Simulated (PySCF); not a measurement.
**C₄H₉PSi₂: density, localisation and related maps**

```tsv
atom	x (Å)	y (Å)	z (Å)
C	3.7652	-0.5709	0.8674
C	2.7833	-0.6391	0.1759
Si	1.2403	-0.7088	-0.8430
Si	-0.4710	0.3827	0.3266
P	-0.4925	2.6261	0.1129
C	-2.1713	-0.1747	-0.2773
C	-2.9226	-1.0789	0.3296
H	4.6277	-0.5141	1.4683
H	1.5785	-0.0711	-2.1262
H	0.9641	-2.1289	-1.0982
H	-0.4014	0.1526	1.7820
H	-0.3344	2.6218	-1.2615
H	0.8669	2.7666	0.3214
H	-2.5498	0.2844	-1.1845
H	-2.5967	-1.5645	1.2352
H	-3.8939	-1.3743	-0.0377
```

Geometry: GFN2-xTB.

Theory: B3LYP/def2-SVPD, SCF density, gas phase (PySCF 2.14.0).

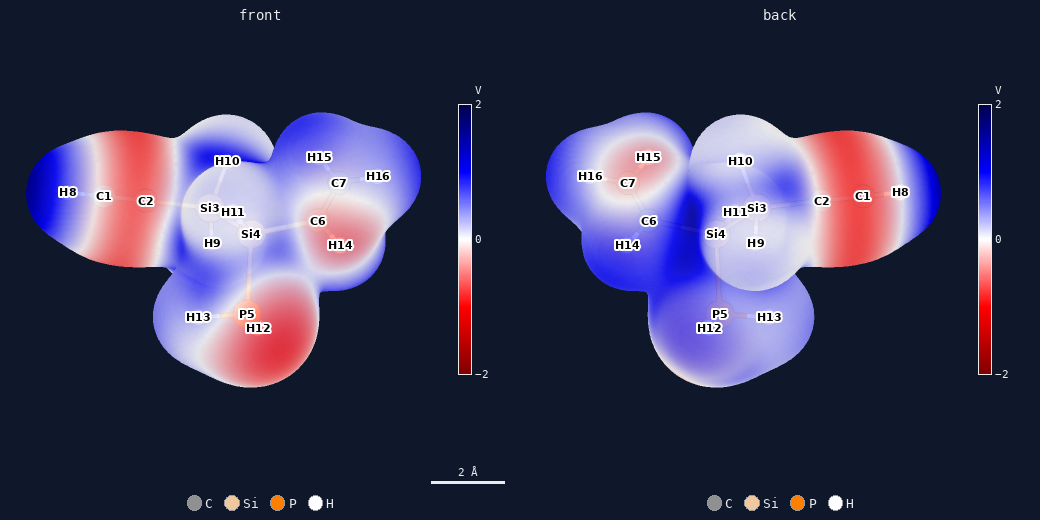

Figure 1. The molecular electrostatic potential painted on the density surface at 0.002 e/bohr³, seen from the front and from behind; the colour scale runs from red (negative) to blue (positive).

Which sites attract a positive test charge, and which a negative one?

Answer. A positive charge is drawn to the negative regions and a negative charge to the positive ones. The most negative region (about −0.8 V, or −18 kcal/mol for a unit charge) lies over C1, C2 and P5, the most positive (about +1.5 V, or +35 kcal/mol for a unit charge) over H8.

What dipole moment does the calculation give?

Answer. Its dipole moment is 0.57 D.

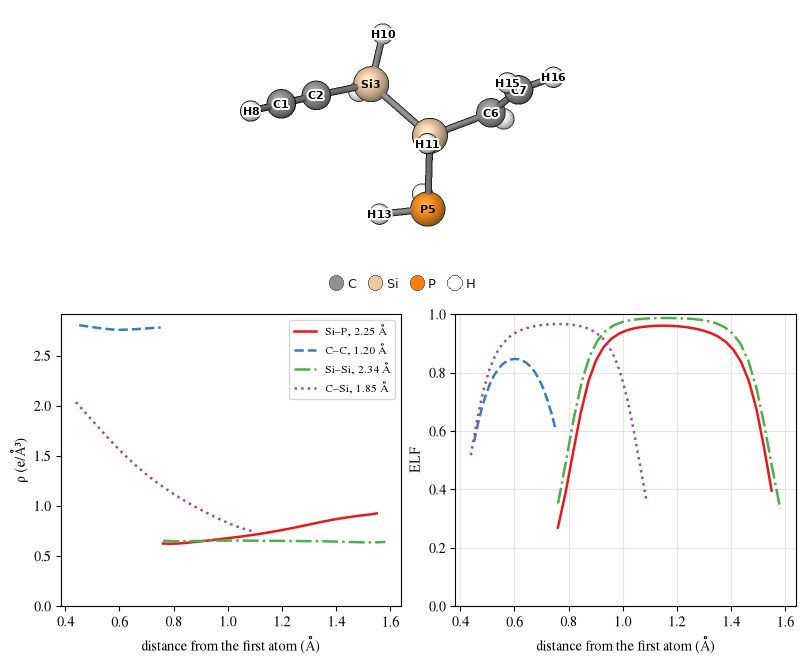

Figure 2. Total electron density and electron localisation function along straight lines between neighbouring atoms. The curves leave out the atomic cores. The structure is drawn too.

What kind of bonding do the profiles show?

Answer. Si–P (2.25 Å): ρ at the midpoint is about 0.72 e/Å³, with its minimum of 0.62 e/Å³ about 0.8 Å from Si; the ELF peaks at about 0.95 between the atoms; a shared electron pair.
C–C (1.20 Å): ρ is about 2.8 e/Å³ halfway; the ELF peaks at about 0.85 between the atoms (a short, multiple covalent bond).
Si–Si (2.34 Å): the density is about 0.65 e/Å³ at the midpoint; the ELF peaks at about 1 between the atoms; a shared electron pair.
C–Si (1.85 Å): the density is about 0.93 e/Å³ at the midpoint; the ELF peaks at about 0.95 between the atoms; localised, covalent bonding.
